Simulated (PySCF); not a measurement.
**U-wB97X/aug-cc-pVTZ run of Si2 (disilicon)**

What is the vertical electron affinity of Si2 (disilicon) at U-wB97X/aug-cc-pVTZ? Input form: a Python script.

Program for the calculation: PySCF 2.14.0.

4 further runs of the same task are left out: 4 set aside as unsound or not needed.

## 1. Starting point

Si2 has 2 atoms, charge 0, and is taken as a triplet. SMILES: `[Si]=[Si]`. The shape is that of a GFN2-xTB optimisation.

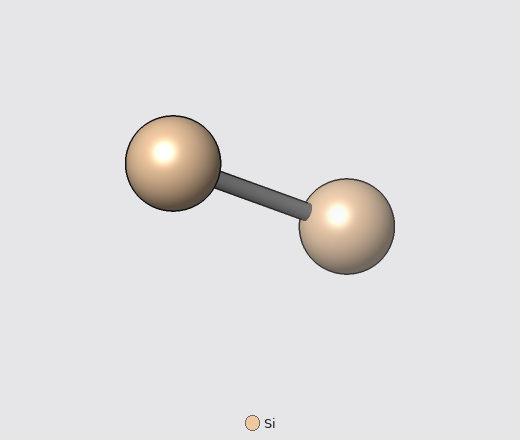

The structure, seen from a chosen angle (silicon light orange).

## 2. A single-point energy at U-wB97X/aug-cc-pVTZ

geometry.xyz reads:

```xyz
2
Si2
Si     0.000000     0.000000     0.000000
Si     0.000000     0.000000     2.174210
```

input.py reads:

```python
from pyscf import gto, dft

system = gto.Mole()
system.atom = 'geometry.xyz'
system.verbose = 4
system.max_memory = 1860
system.spin = 2
system.basis = 'aug-cc-pvtz'
system.charge = 0
system.build()

ks = dft.UKS(system, xc='wb97x')
ks.conv_tol = 1e-10
ks.grids.level = 5
ks.kernel()
if not ks.converged:
    ks = ks.newton().run(ks.mo_coeff, ks.mo_occ)

energy = ks.e_tot
print('E = %.10f Eh' % energy)
```

The run is started by

```console
$ OMP_NUM_THREADS=1 python input.py
```

What it wrote:

```text
PySCF version 2.14.0

[INPUT] num. atoms = 2
[INPUT] num. electrons = 28
[INPUT] charge = 0
[INPUT] spin (= nelec alpha-beta = 2S) = 2
[INPUT] symmetry False subgroup None
[INPUT] Mole.unit = angstrom
[INPUT] Symbol           X                Y                Z      unit          X                Y                Z       unit  Magmom
[INPUT]  1 Si     0.000000000000   0.000000000000   0.000000000000 AA    0.000000000000   0.000000000000   0.000000000000 Bohr   0.0
[INPUT]  2 Si     0.000000000000   0.000000000000   2.174210000000 AA    0.000000000000   0.000000000000   4.108661437291 Bohr   0.0

nuclear repulsion = 47.7041009563566
number of shells = 26
number of NR pGTOs = 150
number of NR cGTOs = 100
basis = aug-cc-pvtz
ecp = {}

******** <class 'pyscf.dft.uks.UKS'> ********
method = UKS
initial guess = minao
damping factor = 0
level_shift factor = 0
DIIS = <class 'pyscf.scf.diis.CDIIS'>
diis_start_cycle = 1
diis_space = 8
diis_damp = 0
SCF conv_tol = 1e-10
SCF conv_tol_grad = None
SCF max_cycles = 50
direct_scf = True
direct_scf_tol = 1e-13
number electrons alpha = 15  beta = 13
XC library pyscf.dft.libxc version 7.0.0
    S. Lehtola, C. Steigemann, M. J.T. Oliveira, and M. A.L. Marques.,  SoftwareX 7, 1–5 (2018)
XC functionals = wb97x
radial grids:
    Treutler-Ahlrichs [JCP 102, 346 (1995); DOI:10.1063/1.469408] (M4) radial grids

becke partition: Becke, JCP 88, 2547 (1988); DOI:10.1063/1.454033
pruning grids: <function nwchem_prune>
grids dens level: 5
symmetrized grids: False
atomic radii adjust function: <function treutler_atomic_radii_adjust>
small_rho_cutoff = 0
Set gradient conv threshold to 1e-05
tot grids = 87104
init E= -578.738846891811
[... the frontier-level lines of each cycle are left out ...]



cycle= 1 E= -578.826946623256  delta_E= -0.0881  |g|= 0.111  |ddm|= 0.89
cycle= 2 E= -578.836407558379  delta_E= -0.00946  |g|= 0.0415  |ddm|= 0.234
cycle= 3 E= -578.837373930251  delta_E= -0.000966  |g|= 0.0113  |ddm|= 0.0463
cycle= 4 E= -578.83762761295  delta_E= -0.000254  |g|= 0.00279  |ddm|= 0.0291
cycle= 5 E= -578.837646755931  delta_E= -1.91e-05  |g|= 0.000675  |ddm|= 0.00988
cycle= 6 E= -578.837647682067  delta_E= -9.26e-07  |g|= 0.000213  |ddm|= 0.00168
cycle= 7 E= -578.837647786548  delta_E= -1.04e-07  |g|= 7.11e-05  |ddm|= 0.000433
cycle= 8 E= -578.837647800576  delta_E= -1.4e-08  |g|= 1.65e-05  |ddm|= 0.00031
cycle= 9 E= -578.83764780148  delta_E= -9.04e-10  |g|= 3.24e-06  |ddm|= 5.99e-05
cycle= 10 E= -578.837647801522  delta_E= -4.18e-11  |g|= 1.2e-06  |ddm|= 1.69e-05
Extra cycle  E= -578.837647801531  delta_E= -8.64e-12  |g|= 1.07e-06  |ddm|= 2.71e-06
converged SCF energy = -578.837647801531  <S^2> = 2.0105732  2S+1 = 3.0070405
E = -578.8376478015 Eh
```

Run time: 18 s. Hardware: 1 thread of Arm Neoverse V2, shared host; peak memory 0.48 GiB.

## 3. The doublet anion at the same level

geometry.xyz is that of step 2.

calc.py reads:

```python
from pyscf import gto, dft

mol = gto.M(
    atom='geometry.xyz',
    max_memory=1860,
    verbose=3,
    spin=1,
    basis='aug-cc-pvtz',
    charge=-1,
)

ks = dft.UKS(mol)
ks.xc = 'wb97x'
ks.grids.level = 5
ks.conv_tol = 1e-10
ks.kernel()
if not ks.converged:
    ks = ks.newton().run(ks.mo_coeff, ks.mo_occ)

etot = ks.e_tot
print(f'total energy: {etot:.8f} hartree')
```

The run is started by

```console
$ OMP_NUM_THREADS=1 python calc.py
```

What it wrote:

```text
WARN: HOMO -0.170310153513156 >= LUMO -0.170310153513157

converged SCF energy = -578.910416785472  <S^2> = 0.76357233  2S+1 = 2.0135266
total energy: -578.91041679 hartree
```

Wall time 18 s (1 thread of Arm Neoverse V2, shared host); peak memory 0.48 GiB.

## 4. Summary of results

At U-wB97X/aug-cc-pVTZ:

```
                                         quantity          value
                        triplet Si2: total energy  -578.83765 Eh
                       triplet Si2: dipole moment         0.00 D
  triplet Si2: HOMO energy (highest over α and β)       -7.73 eV
   triplet Si2: LUMO energy (lowest over α and β)       -2.09 eV
                                triplet Si2: ⟨S²⟩          2.011
                      doublet anion: total energy  -578.91042 Eh
doublet anion: HOMO energy (highest over α and β)       -2.27 eV
 doublet anion: LUMO energy (lowest over α and β)        2.93 eV
                              doublet anion: ⟨S²⟩          0.764
vertical electron affinity (to the doublet anion)       1.980 eV
```

**Reading.** At fixed nuclei the extra electron is bound by 1.98 eV (46 kcal/mol).
